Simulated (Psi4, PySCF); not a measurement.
Approach curve of the dimer Cl2 ··· Cl2 (SMILES ClCl and ClCl). Monomers: optimised at B3LYP-D3(BJ) (def2-TZVP), held rigid. Orientation: lowest of the rigid-body minima from ten starts at GFN2-xTB (searched outside a hard wall at short contacts). Only R, the distance of the centres of mass, is varied, so the lowest point isn't the relaxed dimer. The shortest distances reach bonding range, where SAPT0 and rigid monomers are unreliable.

Geometry at R = 4.13 Å (first 2 atoms: monomer A):
```
4

Cl     1.0067     0.0000     0.0000
Cl    -1.0067     0.0000     0.0000
Cl    -3.7070     0.4109     0.0746
Cl    -4.0562     2.3883     0.2232
```

Methods: SAPT0/jun-cc-pVDZ, frozen core (Psi4); RKS-B3LYP/6-31G* = restricted B3LYP/6-31G*, spherical d, no counterpoise correction run with PySCF 2.14.0; SCS-MP2/aug-cc-pVTZ = DF-SCS-MP2/aug-cc-pVTZ, frozen core, counterpoise-corrected in Psi4; PBE-D3(BJ)/def2-TZVP, counterpoise-corrected (Psi4); wB97M-V/def2-TZVP, counterpoise-corrected (Psi4).

Interaction energies in kJ/mol (negative: bound); R is the distance of the centres of mass, d the Cl2···Cl3 distance.

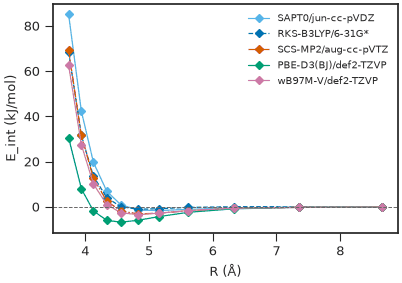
Fig. 1. Interaction energy against separation.

```tsv
R / Å	d / Å	SAPT0/jun-cc-pVDZ	RKS-B3LYP/6-31G*	SCS-MP2/aug-cc-pVTZ	PBE-D3(BJ)/def2-TZVP	wB97M-V/def2-TZVP
3.74	2.35	85.16	68.58	69.36	30.50	62.65
3.94	2.55	42.31	31.64	31.58	7.98	27.51
4.13	2.73	19.67	13.52	12.63	-1.84	10.06
4.34	2.94	6.84	4.00	2.48	-5.97	0.98
4.56	3.16	0.92	0.08	-1.81	-6.79	-2.62
4.83	3.42	-1.42	-1.08	-3.14	-5.96	-3.46
5.16	3.75	-1.66	-0.81	-2.78	-4.32	-2.80
5.62	4.20	-1.10	-0.25	-1.73	-2.41	-1.63
6.33	4.91	-0.49	0.03	-0.74	-0.88	-0.64
7.36	5.93	-0.16	0.02	-0.23	-0.22	-0.18
8.66	7.23	-0.05	0.01	-0.07	-0.06	-0.05
```

Lowest grid point: SAPT0/jun-cc-pVDZ -1.66 kJ/mol at R = 5.16 Å; RKS-B3LYP/6-31G* -1.08 kJ/mol at R = 4.83 Å; SCS-MP2/aug-cc-pVTZ -3.14 kJ/mol at R = 4.83 Å; PBE-D3(BJ)/def2-TZVP -6.79 kJ/mol at R = 4.56 Å; wB97M-V/def2-TZVP -3.46 kJ/mol at R = 4.83 Å.
